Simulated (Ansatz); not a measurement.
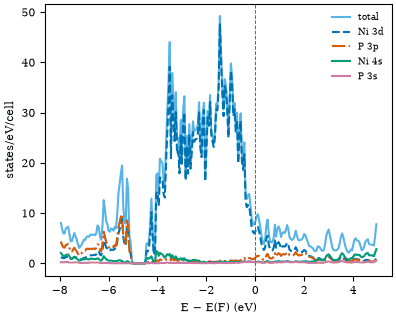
Total and projected density of states of Ni3P in space group I-4 (No. 82; Ni on 8g, Ni on 8g, Ni on 8g, P on 8g), r²SCAN (plane waves, PAW; program Ansatz)

Which orbitals carry the states next to the Fermi level?

Within 0.5 eV of the Fermi level: Ni 3d 81 %, P 3p 11 %. Projections are on Löwdin-orthogonalised atomic valence shells; empty p or d shells of many metals are not among them.

Where is the tallest occupied peak in this window, and what makes it?

Near -1.4 eV, about 49 states/eV per cell; the largest projected share is Ni 3d.

The first step of the workflow began from a Materials Project structure, measured or hypothetical; the Crystallography Open Database files this formula in space group No. 82, but the cells were not matched. Its standing as an ambient phase is unchecked. The r²SCAN relaxation kept the symmetry of its start; its stability against distortions is not shown here. No spin polarisation was allowed.

Potentials: the later of the program's two PAW sets.
